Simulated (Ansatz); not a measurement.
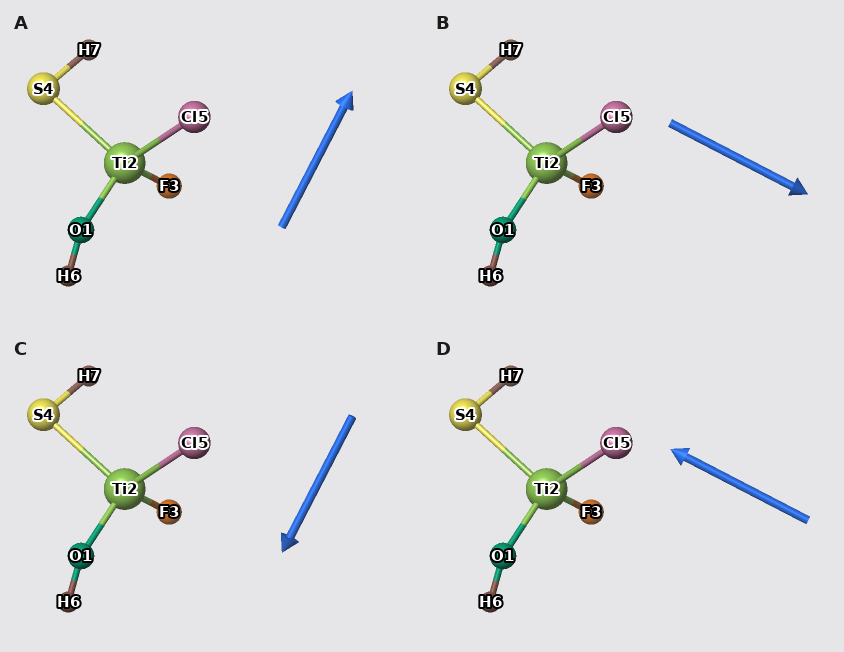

The same molecule four times, each with an arrow. Charge 0, singlet. Computed geometry: PBE0-D4/def2-TZVP optimisation. No frequency run is at hand to confirm it as a minimum. Properties computed with RKS r2SCAN-D4/def2-TZVPP (Ansatz 0.2.0).

> Which arrow points along the dipole moment, from the negative to the positive end?

C. The dipole moment is 2.09 D; it points from the side of Cl5 to the side of H6 (the outermost atoms at the two ends).
